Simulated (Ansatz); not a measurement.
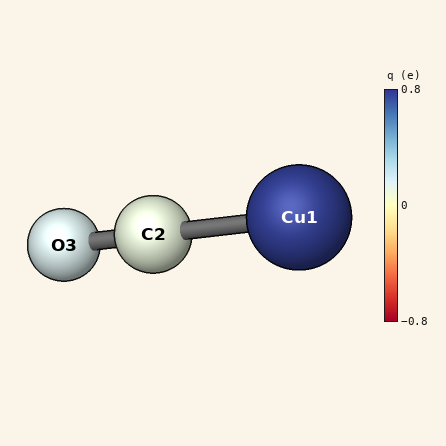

Atoms are coloured by their Mulliken charges. The species has charge +1 and is a spin singlet. The geometry was computed by an optimisation with PBE-D4/def2-SVP. No frequency run is at hand to confirm it as a minimum. Method: RKS PBE-D4/def2-SVP (Ansatz 0.2.0).

List the Mulliken charges.

```
atom  value (e)
 Cu1       0.76
  C2       0.09
  O3       0.14
```

Mulliken values depend strongly on the basis set and can even reverse the polarity of a bond.
